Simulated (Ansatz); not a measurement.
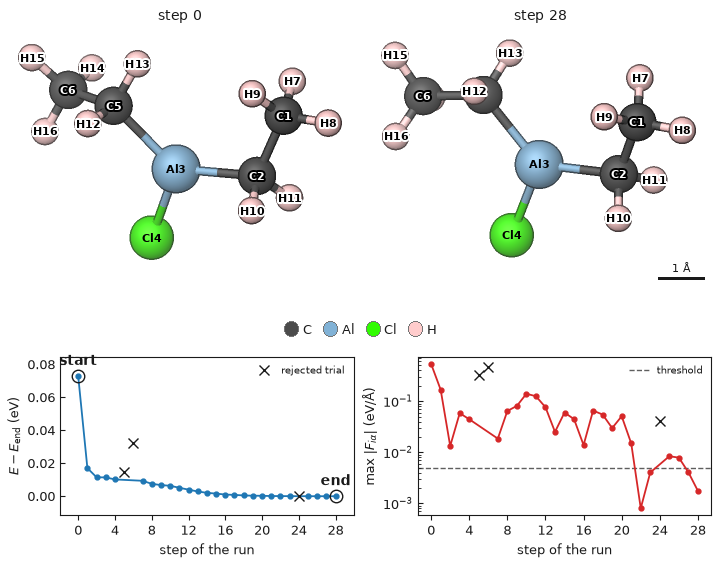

First and last geometry of a relaxation of C₄H₁₀AlCl, with the history of the run. The picture is a ball-and-stick view, seen at a tilt.

The start comes from PBE-D4/def2-SVP.

These are results of RKS PBE0-D4/def2-TZVP (Ansatz 0.2.0), not measurements. (force threshold 0.005 eV/Å; at most 150 steps)

### Read the history and describe the run.

It converged. The energy falls by 0.073 eV in 25 accepted moves (28 points after the start). Largest force component: 0.53 eV/Å at the start, 0.0018 eV/Å at the end. The line search rejected the trial steps at points 5, 6, 24 of the run. The forces were under the threshold at step 22, but the run went on from there. The largest move after the best rigid fit is that of H13, 0.94 Å. Largest moves by element: H 0.94 Å, C 0.41 Å, Al 0.17 Å, Cl 0.05 Å. Among the contacts that change: Al3–Cl4 2.138 → 2.115 Å, C2–H10 1.116 → 1.097 Å, C1–H7 1.111 → 1.094 Å, Al3–C5 1.969 → 1.953 Å. Groups turn about Al3–C5 by about 30°, C2–Al3 by about 25°. The run took 3.2 min on 4 threads of Arm Neoverse V1, on a shared host.

```csv
step,"E − E(0), eV","largest force component, eV/Å",note
0,0.0000,0.5345,
1,-0.0559,0.1677,
2,-0.0615,0.0133,
3,-0.0615,0.0582,
4,-0.0628,0.0443,
5,-0.0581,0.3208,rejected
6,-0.0404,0.4760,rejected
7,-0.0636,0.0185,
8,-0.0654,0.0643,
9,-0.0662,0.0808,
10,-0.0666,0.1397,
11,-0.0678,0.1250,
12,-0.0690,0.0761,
13,-0.0701,0.0251,
14,-0.0709,0.0598,
15,-0.0714,0.0445,
16,-0.0719,0.0138,
17,-0.0722,0.0654,
18,-0.0725,0.0547,
19,-0.0726,0.0297,
20,-0.0727,0.0507,
21,-0.0728,0.0149,
22,-0.0729,0.0008,
23,-0.0729,0.0040,
24,-0.0728,0.0401,rejected
25,-0.0729,0.0084,
26,-0.0730,0.0078,
27,-0.0730,0.0041,
28,-0.0730,0.0018,
```
